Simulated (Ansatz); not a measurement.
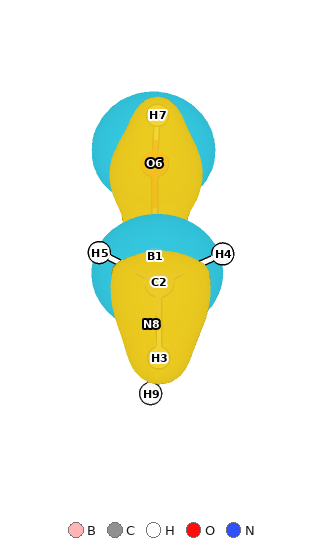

The picture shows: CH₆BNO. The HOMO−1 at ±0.15 Å⁻³ᐟ² (yellow and cyan are the two phases), seen at an oblique angle.

Method: RKS PBE0-D4/6-31G (Ansatz).

```
atom    x (Å)    y (Å)    z (Å)
   B  -0.1283  -0.0850  -0.0686
   C  -0.0064  -0.1352   1.5053
   H  -0.9818  -0.1369   2.0040
   H   0.5316  -1.0358   1.8327
   H   0.5565   0.7278   1.8870
   O   1.0017  -0.0778  -0.8975
   H   1.8637  -0.1030  -0.4592
   N  -1.3682  -0.0453  -0.7295
   H  -2.2501  -0.0455  -0.2470
   H  -1.4216  -0.0151  -1.7357
```

> Where does this orbital lie, and at what energy?

Its weight (Hirshfeld) is mainly on O6 (about 45 %), C2 (about 25 %) and B1 (about 15 %). Its energy is −8.40 eV.
